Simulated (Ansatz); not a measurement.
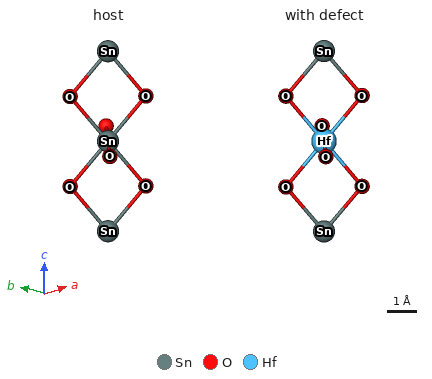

Left: perfect SnO2. Right: the same region with one point defect, after relaxing the atoms in a supercell of 72 sites. Style: ball-and-stick. Shown: the atoms within 3.3 Å of one point, from a free direction.

Theory: DFT, HSE06, PAW, plane waves (Ansatz 0.2.0). (plane-wave cutoff 420 eV; k-point mesh 1 × 1 × 1; mesh shifted by (0.25, 0.25, 0.25); no spin polarisation) Fermi-Dirac smearing of 0.01 eV. The axes drawn are those of the host's conventional cell.

Q: Which defect is it?

A: A tin atom is replaced by hafnium.

The charge state of the cell is 0.

Q: How does the lattice respond?

A: In the host the Sn atom has 6 O at 2.06 to 2.07 Å; the Hf atom ends with 6 O at 2.09 Å. Of the host's atoms, an oxygen atom moves furthest from its site, by 0.02 Å.
